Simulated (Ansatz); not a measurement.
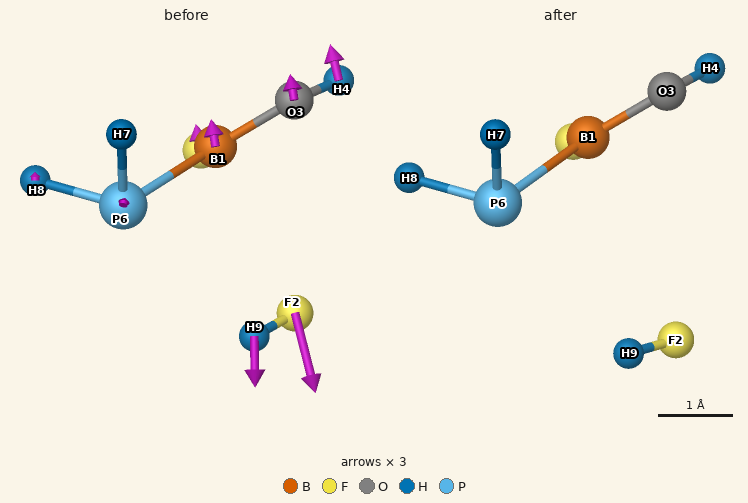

The structure of BPH4OF2 before (left) and after (right) a relaxation, at one scale. The purple arrows give the displacements, 3 times their true length.

A ball-and-stick model, seen at a tilt.

The run prepares an end point of a later path (reaction) calculation, from a guessed geometry.

Method: RHF/6-31G* (Ansatz 0.2.0).

The input:
```yaml
crystal:
  periodic: [false, false, false]
  atoms:
    - { symbol: B, position_ang: [0.382184, 0.564112, -0.18574] }
    - { symbol: F, position_ang: [-0.655692, -0.456212, 1.881282] }
    - { symbol: O, position_ang: [1.439488, -0.261306, -0.225269] }
    - { symbol: H, position_ang: [1.252887, -1.08336, -0.661413] }
    - { symbol: F, position_ang: [-0.715594, 0.261128, -0.861296] }
    - { symbol: P, position_ang: [0.486118, 2.199549, 0.824137] }
    - { symbol: H, position_ang: [1.797905, 2.584788, 0.534143] }
    - { symbol: H, position_ang: [-0.174377, 3.075698, -0.0448] }
    - { symbol: H, position_ang: [-0.494618, 0.310904, 2.358757] }
basis:
  gaussian: { orbitals: "6-31G*" }
hamiltonian:
  xc: hf
relax:
  f_tol: 0.03
  max_steps: 50
```

Command:
```bash
ansatz run input.yaml --threads 1 --pin off --max-ram 2048MiB --backend cpu --events-out ev --progress --plain --runs-dir out
```

### Describe what moved and what it gained.

After 9 accepted moves (11 points after the start) the energy has fallen by 0.058 eV. Largest force component: 0.43 eV/Å at the start, 0.017 eV/Å at the end. The line search rejected the trial steps at points 7, 9 of the run. The forces were under the threshold at step 8, but the run went on from there. F2 moves most after the best rigid fit: 0.38 Å. By element the largest moves are F 0.38 Å, H 0.24 Å, B 0.13 Å, O 0.12 Å, P 0.04 Å. Among the contacts that change: B1–P6 1.925 → 1.943 Å.

Limits of the set-up: the start holds two separate molecules, 2.5 Å apart at their closest, whose relative position is a soft coordinate and is computed without a dispersion correction; Hartree-Fock leaves out electron correlation.
